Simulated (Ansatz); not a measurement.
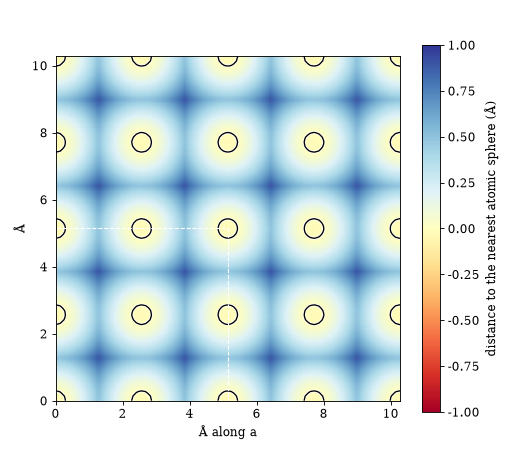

Map of the distance to the nearest atomic sphere in SrO (Fm-3m), computed on the section z = 0.250 (parallel to a and b; the dashed line is one cell). The black line marks the spheres' surfaces; positive values are empty space; unlabelled circles belong to atoms above or below the section.

The atoms' radii are Shannon crystal radii (six-coordinate where tabulated): Sr 1.32 Å, O 1.26 Å.

The cell is taken from a calculation's input that goes back to an entry of the Crystallography Open Database (an earlier step may have relaxed or displaced it).

```cif
data_structure
_symmetry_space_group_name_H-M 'Fm-3m'
_symmetry_Int_Tables_number 225
_cell_length_a 5.1396
_cell_length_b 5.1396
_cell_length_c 5.1396
_cell_angle_alpha 90.000
_cell_angle_beta 90.000
_cell_angle_gamma 90.000
_cell_volume 135.77
loop_
_atom_site_label
_atom_site_type_symbol
_atom_site_symmetry_multiplicity
_atom_site_Wyckoff_symbol
_atom_site_fract_x
_atom_site_fract_y
_atom_site_fract_z
_atom_site_occupancy
Sr1 Sr 4 a 0.00000 0.00000 0.00000 1
O1 O 4 b 0.50000 0.00000 0.00000 1
```

### Where is the largest hole in this section, and how large is it?

At 0.250, 0.250, 0.250 (fractional), where the distance reaches 0.91 Å; it is enclosed by 4 Sr + 4 O in a cubic arrangement. It is the largest hole of the crystal.

### How much of the crystal lies outside the spheres?

About 47 % of the cell's volume, and 96 % of this section's area.

### What can pass through?

The largest sphere that fits anywhere has a diameter of 1.81 Å; the largest that can travel through the crystal, about 1.0 Å.
